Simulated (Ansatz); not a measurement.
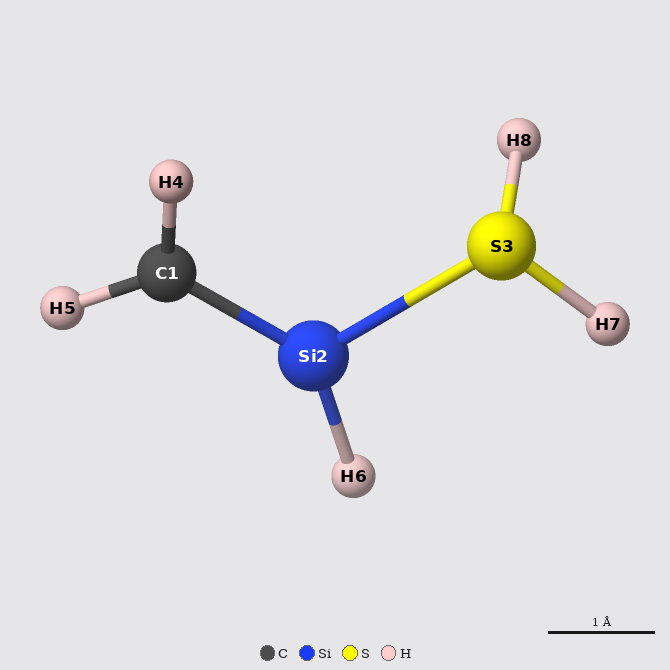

Simulated data, not a measurement (program: Ansatz).

Atoms carry their numbers in the input. Charge +1, singlet. Geometry: moved along internal coordinates away from the minimum.

List the bonds and their lengths.

```csv
bond,length (Å),order
C1–Si2,1.688,double
C1–H4,1.084,single
C1–H5,1.086,single
Si2–S3,2.237,single
Si2–H6,1.468,single
S3–H7,1.354,single
S3–H8,1.354,single
```
